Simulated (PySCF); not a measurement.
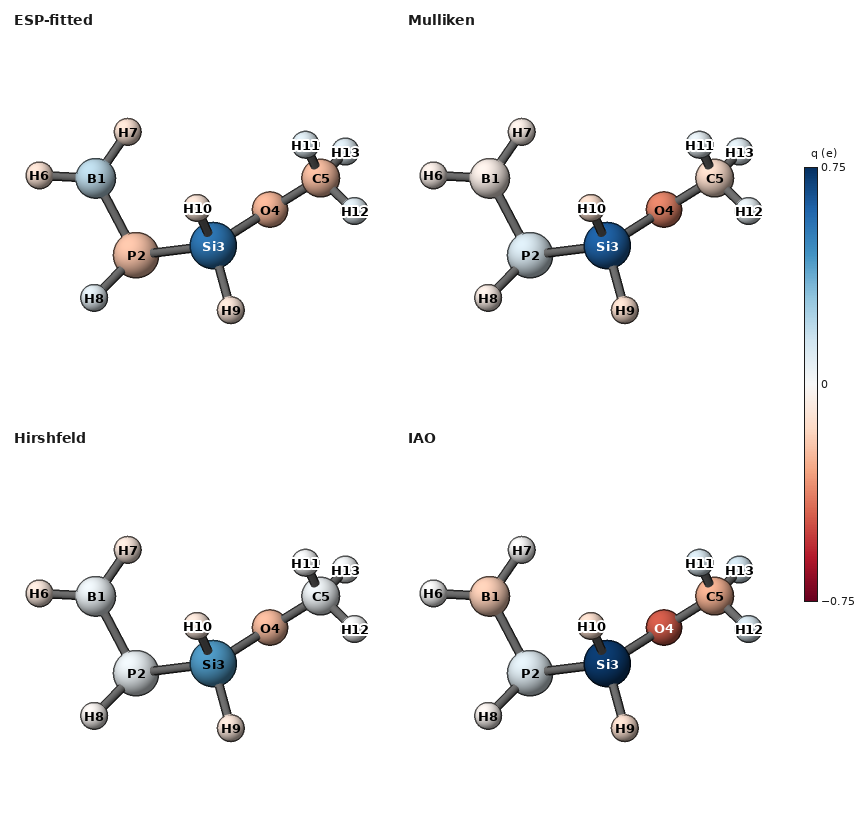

Atomic charges of one calculation by 4 schemes, on one colour scale. The computed structure is the end point of a PBE0-D3(BJ)/def2-SVP optimisation. No frequency run is at hand to confirm it as a minimum. Method: PBE0/STO-3G (PySCF 2.14.0).

On which atom do the schemes disagree most?

On B1 (from −0.18 to 0.20 e).

List the charges (e), one line for each set of equivalent atoms.

| atom | ESP-fitted | Mulliken | Hirshfeld | IAO |
| --- | --- | --- | --- | --- |
| B1 | 0.20 | −0.05 | 0.05 | −0.18 |
| P2 | −0.21 | 0.12 | 0.05 | 0.09 |
| Si3 | 0.54 | 0.60 | 0.42 | 0.71 |
| O4 | −0.25 | −0.37 | −0.24 | −0.45 |
| C5 | −0.23 | −0.13 | 0.04 | −0.26 |
| H6 | −0.11 | −0.05 | −0.08 | 0.00 |
| H7 | −0.11 | −0.05 | −0.08 | 0.00 |
| H8 | 0.08 | −0.06 | −0.02 | −0.02 |
| H9 | −0.10 | −0.12 | −0.09 | −0.12 |
| H10 | −0.10 | −0.12 | −0.09 | −0.13 |
| H11 | 0.10 | 0.07 | 0.01 | 0.11 |
| H12 | 0.09 | 0.07 | 0.01 | 0.11 |
| H13 | 0.10 | 0.09 | 0.02 | 0.14 |
